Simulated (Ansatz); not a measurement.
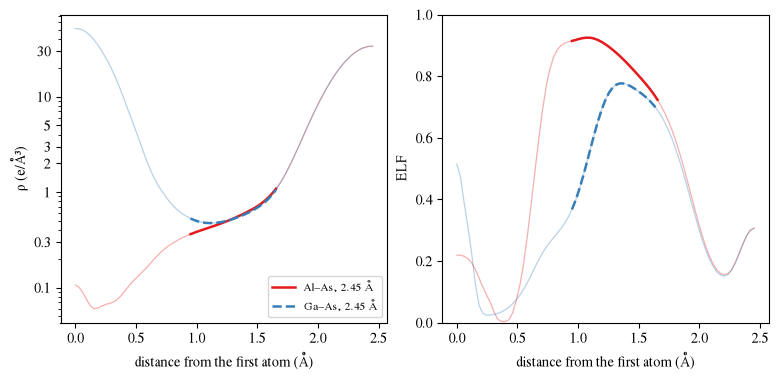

The picture shows: AlGa₇As₈. Valence pseudo-density and electron localisation function along straight lines between neighbouring atoms. Thin, pale parts lie inside the atomic spheres.

Space group F-43m; a generated structure, not necessarily the stable one.

Method: Ansatz 0.2.0, DFT PBEsol, scalar-relativistic, plane waves, PAW.

In a PAW calculation such maps are meaningful between the atoms, not at the nuclei.

AlGa₇As₈, 64 atoms, a = 11.32 Å, b = 11.32 Å, c = 11.32 Å, α = 90.00°, β = 90.00°, γ = 90.00°.

Q: What can be read from the curves?

A: Al–As (2.45 Å): the density is about 0.48 e/Å³ at the midpoint; the ELF peaks at about 0.95 between the atoms (a covalent bond).
Ga–As (2.45 Å): ρ at the midpoint is about 0.49 e/Å³; the ELF peaks at about 0.80 between the atoms; a covalent bond.
